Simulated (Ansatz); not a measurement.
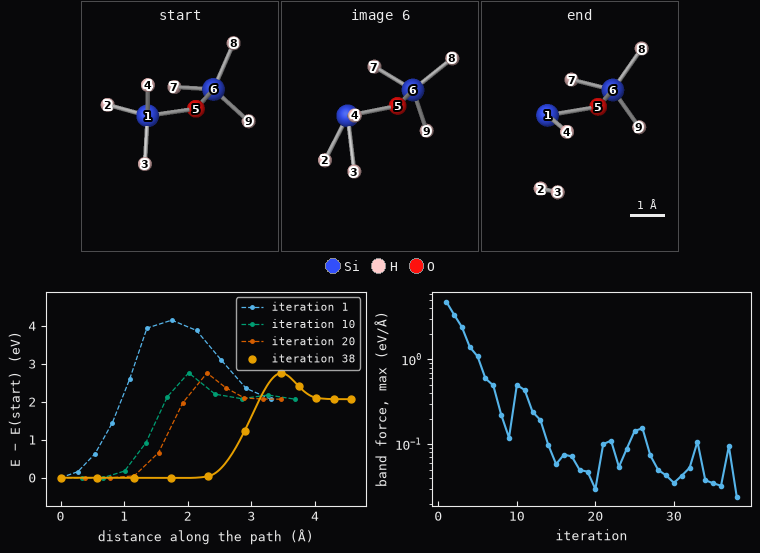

A nudged-elastic-band calculation for Si₂H₆O. Images are numbered from 0 (start) to 10 (end). The plot follows the band through its iterations. The picture is a ball-and-stick view, seen from a free direction.

Theory: RKS PBE0-D4/cc-pVDZ (Ansatz 0.2.0). Run with 9 movable images; climbing image; force threshold 0.03 eV/Å; iteration limit 59; starting path through a guess of the saddle point.

Q: Judge this run.

A: The result is final at these settings. The band converged in 38 iterations. The largest component of the band force went from 4.8 to 0.024 eV/Å. The climbing image converged on the top of the path. Its vibrational analysis gives one imaginary mode (1218i cm⁻¹), as a transition state must have. The first iteration put the highest image at 4.15 eV. Forward barrier 2.76 eV, backward barrier 0.69 eV, with image 6 at the top; the reaction energy is +2.07 eV. Image 2 lies below both ends, at 0.00 eV, which points to an intermediate minimum that so few images don't resolve.

Cost: 17 min on 1 thread of Arm Neoverse V1, on a shared host, peak memory 0.16 GiB.
